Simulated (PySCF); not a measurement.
H2S, SMILES `S`.

Method: CAM-B3LYP/def2-SVPD; geometry: GFN2-xTB; program: PySCF. No frequency check shows the geometry to be a minimum. GFN2-xTB bond lengths at metals and heavier atoms can be off by up to 0.1 Å and shapes distorted, which carries into these values.

Coordinates in Å:

```
S1       0.0000   -0.1021    0.0000
H2       0.9574    0.8165    0.0000
H3      -0.9574    0.8166    0.0000
```

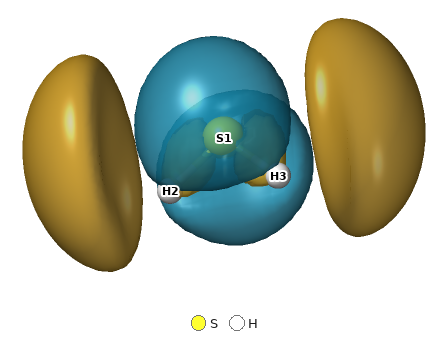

Unrelaxed difference density of S₃ less the ground state (full linear response singlet states), ±0.008 e/Å³; yellow: gain, teal: loss.

How does the charge move on excitation?

Answer. 0.90 e is displaced in all, largely into diffuse regions outside the molecule. The state: 7.86 eV (158 nm), f = 0.000 (dark), diffuse (Rydberg-like) orbital; the leading pair carries 100 %; hole on S1 (90 %) and H2 and H3 (5 % each), electron on S1 (64 %) and H2 and H3 (18 % each) (atom shares of so diffuse an orbital are rough); their centroids lie 0.0 Å apart.
